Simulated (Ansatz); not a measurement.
C$_{2}$F$_{6}$NO$_{4}$S$_{2}$ (bistriflimide) (charge −1)

```xyz
15

O     1.9476    1.7601    0.7699
S     1.1861    0.5017    0.6166
O     0.6946   -0.2070    1.8209
N     0.1354    0.6948   -0.6160
S    -1.1481   -0.2944   -0.8023
O    -1.0563   -1.6439   -0.1983
O    -1.6408   -0.1473   -2.1891
C    -2.4739    0.5835    0.2279
F    -2.0816    0.7553    1.5008
F    -3.6071   -0.1540    0.2309
F    -2.7675    1.7924   -0.2907
C     2.4553   -0.6884   -0.1332
F     3.3817   -1.0080    0.7984
F     1.8807   -1.8245   -0.5605
F     3.0939   -0.1202   -1.1750
```

Geometry: PBE-D4/def2-SVP; not at a stationary point (largest force 1.5 eV/Å).

These are results of RKS PBE0-D4/def2-SVP in Ansatz 0.2.0, not measurements.

### What can the converged electron density and electron localisation function tell about the bonding?

S–O (1.48 Å): the density is about 2.2 e/Å³ at the midpoint; the ELF peaks at about 0.85 between the atoms (a short, strongly polar bond).
S–N (1.63 Å): the density is about 1.7 e/Å³ at the midpoint; the ELF peaks at about 0.85 between the atoms, as expected for a covalent bond.

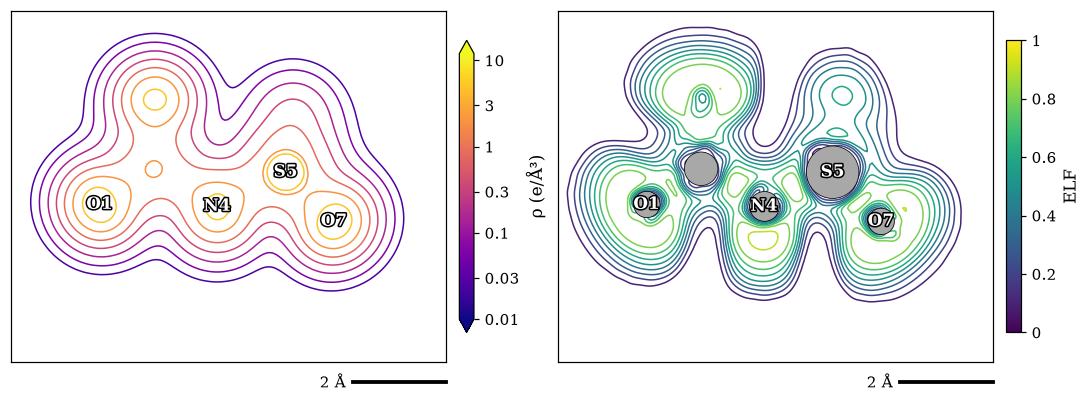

Computed electron density and electron localisation function on the plane of atoms N4, S5 and O7, in this order. Grey discs cover the atomic cores in the ELF map. 
